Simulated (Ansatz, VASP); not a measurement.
# AlN: VASP beside Ansatz

Wanted: the spread between two codes on one cell, functional and k mesh.

Main program and level: Ansatz 0.2.0; plane waves, with VASP 6.6.1 beside it; G0W0 gap at PBE.

## Step 1: Set-up

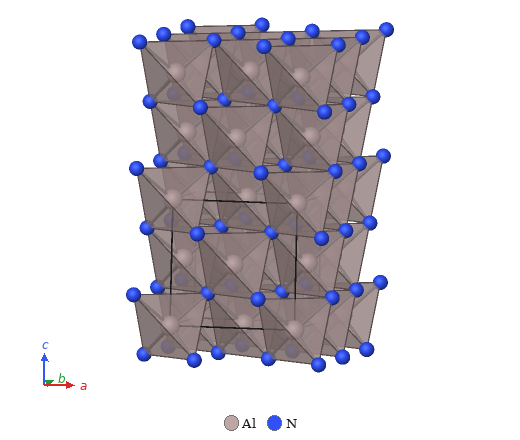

Start, viewed slightly off an axis; aluminium light grey, nitrogen blue. 1×2×2 cells are drawn. This picture shows the conventional cell, with its axes. Some periodic images of atoms are drawn too.

## Step 2: Ansatz: G0W0 gap, PBE

Ansatz runs on its default PAW (the set named soft_2) files.

Quasiparticle shifts depend on high empty states and on the cores, so they are the hardest test of two PAW sets.

input.yaml reads:

```yaml
crystal:
  lattice:
    - [0.0, 2.1839935596, 2.1839935596]
    - [2.1839935596, 0.0, 2.1839935596]
    - [2.1839935596, 2.1839935596, 0.0]
  atoms:
    - { symbol: Al, position: [0.0, 0.0, 0.0] }
    - { symbol: "N", position: [0.75, 0.75, 0.75] }
hamiltonian:
  xc: pbe
  pseudopotentials: { kind: paw }
kpoints:
  mp_grid: { grid: [4, 4, 4] }
scf:
  occupations: { method: fixed }
gw:
  n_empty_bands: 44
  ecut_chi: 100.0
  qp_bands: [v2, c2]
  qp_kpoints: band_edges
  screening: { model: contour_deformation }
```

Command:

```bash
$ ansatz run input.yaml --threads 4 --pin off --max-ram 9216MiB --backend cpu --events-out ev --progress --plain --runs-dir out
```

Numbers of over 12 decimals in the logs are rounded to 6 here.

Output:

```text
Engine: ansatz 0.2.0, aarch64-unknown-linux-gnu
Pseudopotentials: kind: paw
Pseudopotential: Al, paw, valence charge 3, recommended cutoff 420 eV (normal), Al.paw.azcp
Pseudopotential: N, paw, valence charge 5, recommended cutoff 420 eV (normal), N.paw.azcp
Functional definition: PBE
  parameter kappa = 0.804
  parameter beta = 0.066725
  exchange = pbe_x(kappa = kappa, mu = beta*pi^2/3)
  correlation = pbe_c(beta = beta)
Crystal: 2 atoms, lattice volume = 20.835 Å³
Basis set: ecut = 420 eV, 411 PW (Γ)
Bands: 8, of which v1, the nominal top of the filled ones, is band 4 counted from 1 (3 counted from 0)
Symmetry: 24 space group operations
Space group: F-43m (ITA 216), of the structure as read, at distance tolerance 2.8e-5 Å
k-points: 8 of 64 (time reversal used)
Non-local potential: Al, projectors of the file, l = 0: 2, l = 1: 2, l = 2: 1
Non-local potential: N, projectors of the file, l = 0: 2, l = 1: 2, l = 2: 1
PAW form: soft (Blöchl's): semilocal exchange-correlation on the pseudo side does not see the compensation charge
PAW one-centre angular grid: Al, 110 points (default); XC on 64 Gauss nodes
PAW one-centre angular grid: N, 110 points (default); XC on 64 Gauss nodes
Initial density: superposition of atomic densities (neutral atoms: chi_scale 0, normalization atom), corrected by the library's trained network
Initial wavefunctions: pseudopotential atomic-orbital guess
Functional: x = pbe(κ = 0.804, μ = 0.219515), c = pbe(β = 0.066725)
SCF iter   1: F=—  HF=-924.167215 eV  |F-HF|=—  |Δ(HF+E_count)|=         —  Δρ=2.04e-3  dr2=8.73e-4  ethr=1.77e-3  ⟨swp⟩=4.8  Hψ=427  notcnv=0  defer=3
preconditioner: auto → none  [insulator: Δε(μ)=3.327 eV  Ē_g=15.398 eV  n_scr=0 (ndim 8)  ℏωp=23.0 eV  f_vac=0.000  ε∞_Penn≈3.2]
SCF iter   2: F=—  HF=-924.167134 eV  |F-HF|=—  |Δ(HF+E_count)|=   8.05e-5  Δρ=9.71e-4  dr2=1.27e-4  ethr=1.09e-5  ⟨swp⟩=2.8  Hψ=175  notcnv=0  defer=14
SCF iter   3: F=—  HF=-924.167119 eV  |F-HF|=—  |Δ(HF+E_count)|=   1.52e-5  Δρ=3.01e-4  dr2=5.99e-6  ethr=1.59e-6  ⟨swp⟩=2.5  Hψ=97  notcnv=0  defer=6
iter 4 did not close the SCF: its close was put off for the readings that it lacked (scf_convergence_deferred on its scf_iter line)
SCF iter   4: F=-924.167139 eV  HF=-924.167139 eV  |F-HF|=1.93e-9  |Δ(HF+E_count)|=   1.93e-5  Δρ=1.88e-5  dr2=2.22e-8  ethr=7.48e-8  ⟨swp⟩=2.5  Hψ=96  notcnv=0
iter 5 did not close the SCF: its close was put off for the readings that it lacked (scf_convergence_deferred on its scf_iter line)
SCF iter   5: F=-924.167139 eV  HF=-924.167139 eV  |F-HF|=1.97e-9  |Δ(HF+E_count)|=   3.85e-9  Δρ=7.57e-6  dr2=3.21e-9  ethr=2.78e-10  ⟨swp⟩=1.4  Hψ=74  notcnv=0
SCF iter   6: F=-924.167139 eV  HF=-924.167139 eV  |F-HF|=1.59e-12  |Δ(HF+E_count)|=   2.31e-9  Δρ=3.53e-7  dr2=9.11e-12  ethr=4.02e-11  ⟨swp⟩=2.6  Hψ=312  notcnv=0
SCF 1 converged in 6 iterations: F = -924.167139 eV  dr2 = 9.11e-12
  greatest PAW one-centre occupation: 0.787 electrons in one spin orbital (limit 2), on the N atom at site 1 (counted from 0), in its partial waves of l = 0
NSCF: frozen V_eff on 8 k-points
G₀W₀ screening: q 1/8
G₀W₀ screening: q 2/8 (q-point 5)
G₀W₀ screening: q 3/8 (q-point 6)
G₀W₀ screening: q 4/8 (q-point 2)
G₀W₀ screening: q 5/8 (q-point 4)
G₀W₀ screening: q 6/8 (q-point 8)
G₀W₀ screening: q 7/8 (q-point 3)
G₀W₀ screening: q 8/8 (q-point 7)
G₀W₀ self-energy: k 1/6
G₀W₀ self-energy: k 2/6
G₀W₀ self-energy: k 3/6
G₀W₀ self-energy: k 4/6
G₀W₀ self-energy: k 5/6
G₀W₀ self-energy: k 6/6
NSCF: frozen V_eff on 1 k-points
SCF converged after 6 iterations
Free energy (F): -924.167139 eV
Harris-Foulkes:  -924.167139 eV  (|F-HF|=1.59e-12)
Internal energy: -924.167139 eV  (E = F + TS)
E sigma→0 (E₀):  -924.167139 eV
Fermi energy:    7.001736 eV
--- Per-component energies (eV) ---
  E_band       = 15.624505
  E_kinetic    = 159.707019
  E_local      = -223.073902  (includes V_loc(G=0)·N_el)
  E_nonlocal   = 55.471449
  E_hartree    = 77.417991
  E_xc         = -101.864378
  E_vxc        = -107.994901  (∫ρ·V_xc dr)
  E_paw        = -595.221860  (= ΣΔE_a)
  E_vpaw       = -23.321225  (= ΣTr[D̂ρ^β])
  E_aug_tail   = 0.000098  (compensation charges beyond the density's cutoff)
  E_ewald      = -296.603555
  E_smearing   = -0.000000  (= −TS)
  E_closure    = 0.000000  (closes the sum)
  Σ components = -924.167139   (vs F -924.167139, Δ=0.00e0)
--- Band table (eV; the first three rows and the last of 8) ---
  k-point 0: bands = ["-7.9734", "7.0017", "7.0017", "7.0017", "11.1758", "19.5569", "19.5569", "19.5569"]
  k-point 1: bands = ["-7.1226", "3.7377", "6.7472", "6.7472", "13.4440", "17.9663", "19.3074", "19.3074"]
  k-point 2: bands = ["-5.9240", "1.1429", "6.5228", "6.5228", "14.3655", "16.8536", "18.1229", "18.1229"]
  k-point 7: bands = ["-5.2322", "3.2187", "3.5628", "4.3061", "13.0296", "18.4044", "18.9579", "19.1677"]
--- G₀W₀: contour deformation, 6 samples at zero and on the imaginary axis and 2 off it, 64 q-points, 44 empty bands' worth ---
  eigenvalues of the whole cell's RPA ε∞ on this k-mesh (on a slab, of 1 + 4πα/V) = 4.9772, 4.9772, 4.9772; static W/v taken at q = 0 is 0.200918
  bands read: the sum over 48 bands ends inside a degenerate multiplet in 1 slot, whose members it reads at an even weight; the widest, k=0: bands 48 to 50 (counted from 1) at 1/3 each
  gw.qp_kpoints: band_edges: 6 of 8 stored k-points solved, in 1 pass; an edge of the gap read off the rows below is read off those points alone
    valence top: of the k-points left out ik 3 came nearest to being solved in a further pass, in band 3 (counted from 1, as in the quasiparticle table): it holds the edge there only if its correction is more favourable than any solved in that band by at least 0.977 eV; those differ by 0.293 eV
    conduction bottom: of the k-points left out ik 3 came nearest to being solved in a further pass, in band 5 (counted from 1, as in the quasiparticle table): it holds the edge there only if its correction is more favourable than any solved in that band by at least 2.653 eV; those differ by 0.513 eV
    ik  band        ε_KS         Σx   Σc(E_QP)       V_xc       Z   E_QP_lin       E_QP  E_QP is
     0     3      7.0017   -21.8575     3.5202   -17.6764  0.7783     6.3362     6.3408  root
     0     4      7.0017   -21.8575     3.5202   -17.6764  0.7783     6.3362     6.3408  root
     0     5     11.1758    -9.6004    -4.0124   -14.4547  0.8099    12.0237    12.0177  root
     0     6     19.5569    -6.4920    -5.2205   -12.7725  0.8015    20.6252    20.6168  root
     1     3      6.7472   -21.8268     3.5654   -17.5688  0.7772     6.0494     6.0546  root
     1     4      6.7472   -21.8268     3.5654   -17.5688  0.7772     6.0494     6.0546  root
     1     5     13.4440    -9.3937    -4.3514   -14.7247  0.8010    14.4332    14.4235  root
     1     6     17.9663    -7.2171    -5.2527   -13.5090  0.7818    19.0238    19.0054  root
     2     3      6.5228   -21.8487     3.6254   -17.5025  0.7760     5.7964     5.8021  root
     2     4      6.5228   -21.8487     3.6254   -17.5025  0.7760     5.7964     5.8021  root
     2     5     14.3655    -7.8201    -4.5409   -13.2573  0.8150    15.2697    15.2619  root
     2     6     16.8536    -7.5383    -5.4815   -14.0547  0.7572    17.9115    17.8885  root
     4     3      4.6717   -20.6714     3.8379   -15.9009  0.7668     3.7266     3.7391  root
     4     4      5.8097   -21.4646     3.7323   -16.9098  0.7730     4.9790     4.9871  root
     4     5     12.8729    -6.4086    -4.3104   -11.4000  0.8127    13.5585    13.5540  root
     4     6     16.9670    -7.4931    -4.8692   -13.3926  0.7993    18.0110    17.9973  root
     5     3      4.5245   -20.6484     3.8994   -15.7951  0.7650     3.5570     3.5706  root
     5     4      6.4804   -21.7659     3.6046   -17.4361  0.7762     5.7495     5.7553  root
     5     5     14.8018    -7.0517    -4.7257   -12.6516  0.7919    15.6860    15.6761  root
     5     6     16.2328    -7.6377    -4.8753   -13.4941  0.8025    17.2265    17.2139  root
     6     3      5.2287   -21.2983     3.8598   -16.5410  0.7693     4.3207     4.3312  root
     6     4      5.2287   -21.2983     3.8598   -16.5410  0.7693     4.3207     4.3312  root
     6     5     10.3016    -5.7346    -3.9426   -10.1434  0.8256    10.7695    10.7678  root
     6     6     15.5997    -5.9978    -4.5078   -11.2912  0.8273    16.3909    16.3852  root
```

Run time: 0.83 s. Hardware: 4 threads of Arm Neoverse V2, shared host; peak memory 0.26 GiB; 2.3 s of CPU time.

(Continued in part 2 of 2.)

[Lines on the potential files, build, host, timing and source positions are cut from VASP's logs without a mark.]

[Logs are printed without paths, hosts, clocks, repeated set-up lines and the standing remarks that a program may print on its own settings, such as how far it seeks lower states.]

[Hosts, paths, dates, database ids (printed as entryN), source tags and the programs' standing remarks are cut or masked in the printed files.]
